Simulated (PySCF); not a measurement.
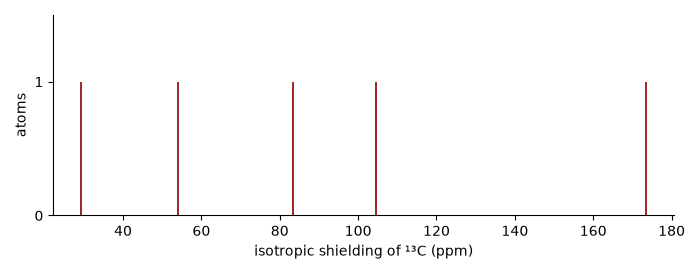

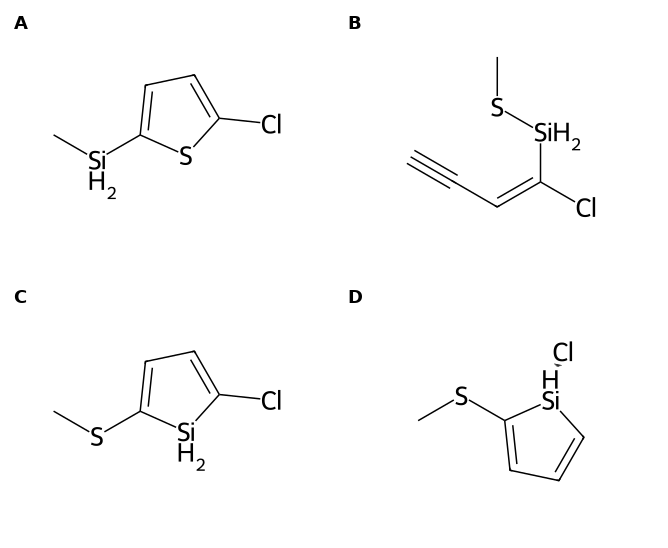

The sticks are computed shieldings of one of the molecules, for one fixed geometry (GFN2-xTB) without averaging over rotations. Low shielding means a high chemical shift. Method: GIAO PBE0/pcSseg-1 NMR shielding, non-relativistic, gas phase (PySCF 2.14.0).

Match the spectrum to a structure.

Answer. B, `C#C/C=C(/Cl)[SiH2]SC`. Its 5 C atoms give lines at 29.4, 54.1, 83.5, 104.6, 173.4 ppm.

The geometry is semi-empirical. Around Si such bond lengths and angles can be off by a tenth of an ångström or more and by several degrees, and values that hang on the shape move with them.
